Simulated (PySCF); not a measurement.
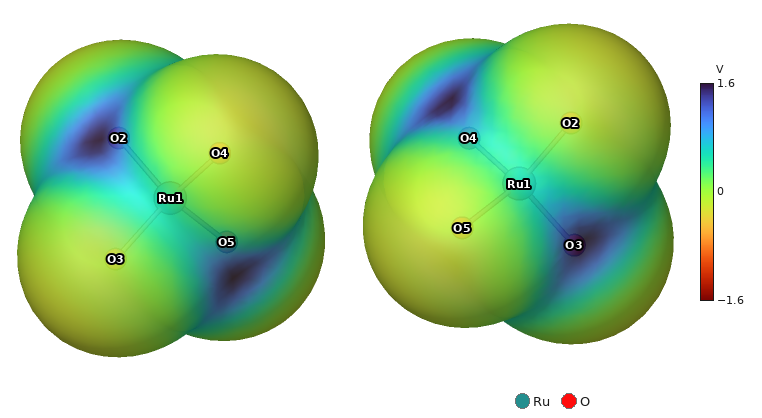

*O₄Ru. Electrostatic potential on the surface of electron density 0.001 a.u. (back view left, front view right).*

Computed with PySCF, PBE0/def2-SVPD, geometry: GFN2-xTB. Core potentials replace the inner electrons of Ru; spin–orbit coupling isn't included. This is a single-reference result, which may miss multireference character in this system. No frequency check shows the geometry to be a minimum. GFN2-xTB bond lengths at metals and heavier atoms can be off by up to 0.1 Å and shapes distorted, which carries into these values.

Input

```python
import numpy as np
from pyscf import gto, scf, dft
from pyscf.scf import atom_ks, atom_hf
from scipy.linalg import block_diag

def solve(mol, dm0=None, hcore=None):
    mf = (dft.UKS if mol.spin else dft.RKS)(mol, xc='pbe0')
    mf.grids.level = 3
    mf = mf.density_fit(auxbasis='def2-universal-jkfit')
    mf.conv_tol, mf.max_cycle = 1e-8, 80
    if hcore is not None:
        mf.get_hcore = lambda *args: hcore
    mf.kernel(dm0)
    if not mf.converged:
        mf = mf.newton().run(mf.mo_coeff, mf.mo_occ, max_cycle=30)
    assert mf.converged, 'SCF not converged'
    return mf

mol = gto.M(atom='''
Ru    -0.00008    -0.00003    -0.00001
O     -0.92610    -1.21036     0.49971
O     -0.92605     1.21048    -0.49968
O      0.92628    -0.49977    -1.21018
O      0.92630     0.49981     1.21020
''', basis='def2-svpd', ecp={'Ru': 'def2-svpd'}, charge=0, spin=0, verbose=4)
mf = solve(mol)
mf.analyze()
# spherically averaged free atoms, for the promolecule
atom_ks.AtomSphAverageRKS.init_guess_by_vsap = lambda self, mol=None: self.init_guess_by_minao(mol)  # core potentials
atm = atom_ks.get_atm_nrks(mol, xc='pbe0')
pro = block_diag(*[(atm[a[0]][2] * atm[a[0]][3]) @ atm[a[0]][2].T for a in mol._atom])
np.savez('result.npz', e=mf.e_tot, c=mf.mo_coeff, occ=mf.mo_occ, eps=mf.mo_energy, pro=pro, dip=mf.dip_moment(verbose=0), s2=mf.spin_square()[0])
```

Run with:

```sh
OMP_NUM_THREADS=1 python input.py
```

The run took 9.9 s on 1 thread of Arm Neoverse V2, with other jobs on the host, peak memory 0.5 GiB.

Partitions, critical points and surface values were worked out afterwards from this run's density.

Where are the extremes of the potential on the surface?

Highest: 1.55 V, off the Ru1–O2 bond (2.1 Å from its atoms), and at like points elsewhere. Lowest: −0.29 V, 1.7 Å from O5, and at like points elsewhere. The surface is sampled at points, so like sites can differ by a few per cent and only the strongest of them is named.

What volume does the surface enclose, and what is the dipole moment?

About 83 Å³; the dipole moment is 0.0 D.
